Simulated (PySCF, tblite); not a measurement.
# C₄H₁₁ClO₂Si₂: geometry, infrared bands and NMR shifts

Wanted: the infrared bands and NMR shifts of C₄H₁₁ClO₂Si₂ (`[SiH3]C[C@@H]1COC[Si@H](Cl)O1`), by calculation.

Computed with tblite 0.8.0 and PySCF 2.14.0, with density-fitted response routines of our own, on a single molecule in the gas phase. Atoms are numbered from 0 throughout.

### 1 The molecule as given

20 atoms, charge 0, multiplicity 1; geometry from: force field or distance geometry start.

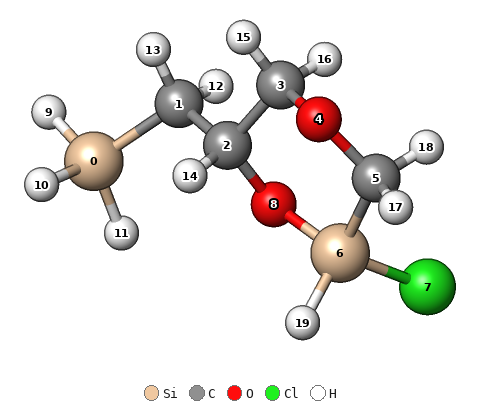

The starting geometry (silicon light orange, carbon grey, oxygen red, chlorine green, hydrogen white), atoms numbered.

### 2 Relaxing the molecule with GFN2-xTB

Job settings and geometry (Å):

```
{"job": {"kind": "relax", "xc": "GFN2-xTB", "basis": "xTB"}, "charge": 0, "multiplicity": 1}
Si     3.037900     0.667900     0.285500
C      1.681600    -0.522500    -0.241500
C      0.292000    -0.220100     0.314300
C     -0.636500    -1.458500     0.132600
O     -1.902200    -1.297600     0.822700
C     -2.702700    -0.249000     0.207300
Si    -1.799200     1.379400    -0.110700
Cl    -2.483700     2.287000    -1.797100
O     -0.206000     0.928900    -0.413600
H      4.335100     0.202600    -0.230300
H      3.102000     0.709900     1.767600
H      2.765900     2.036100    -0.223300
H      1.655600    -0.553800    -1.317700
H      2.005000    -1.520100     0.109700
H      0.329300     0.052600     1.380400
H     -0.164000    -2.341100     0.607000
H     -0.822200    -1.682800    -0.913600
H     -3.558400    -0.082300     0.865300
H     -3.086700    -0.642300    -0.728900
H     -1.848000     2.316500     1.047400
```

Command:

```console
$ OMP_NUM_THREADS=1 python probes_run.py task.json out
```

One launch serves the whole session: the jobs run in the order shown.

**Question.** This job is followed by: GFN2-xTB harmonic vibrations, gas phase; GIAO PBE0/pcSseg-1 NMR shielding, non-relativistic, gas phase. What will the session give for the following? strongest single infrared mode (GFN2-xTB); zero-point energy (GFN2-xTB); 13C shifts against TMS (PBE0/pcSseg-1); 1H shifts against TMS (PBE0/pcSseg-1, means over atoms taken as alike); 29Si shifts against TMS (PBE0/pcSseg-1); 17O shifts against H2O (PBE0/pcSseg-1); 35Cl shifts against HCl (PBE0/pcSseg-1).

**Answer**, as computed:

| quantity | value |
| --- | --- |
| strongest single infrared mode (GFN2-xTB) | 2232 cm⁻¹, 415 km/mol |
| zero-point energy (GFN2-xTB) | 89.6 kcal/mol |
| 13C shifts against TMS (PBE0/pcSseg-1) | 80.1, 76.7, 66.2, 16.7 ppm |
| 1H shifts against TMS (PBE0/pcSseg-1, means over atoms taken as alike) | 5.42, 4.23, 3.90, 3.88, 3.82, 3.49, 3.13, 0.94, 0.81 ppm |
| 29Si shifts against TMS (PBE0/pcSseg-1) | -17.5, -76.5 ppm |
| 17O shifts against H2O (PBE0/pcSseg-1) | 74.6, 25.8 ppm |
| 35Cl shifts against HCl (PBE0/pcSseg-1) | 26 ppm |

In words: The optimisation took 163 steps and gained 0.348 eV; among the close pairs (by a distance rule), Si6–O8 changed most, from 1.683 to 1.621 Å. All 54 modes are real, so the xTB geometry is a minimum. The strongest single mode, at 2232 cm⁻¹, moves mainly H9. GFN2-xTB is a fitted tight-binding method: band positions and strengths are rough. Its intensities can rank the bands wrongly. At PBE0/pcSseg-1: Shielding is most anisotropic at Cl7 (span 200 ppm, paramagnetic term -225 ppm).
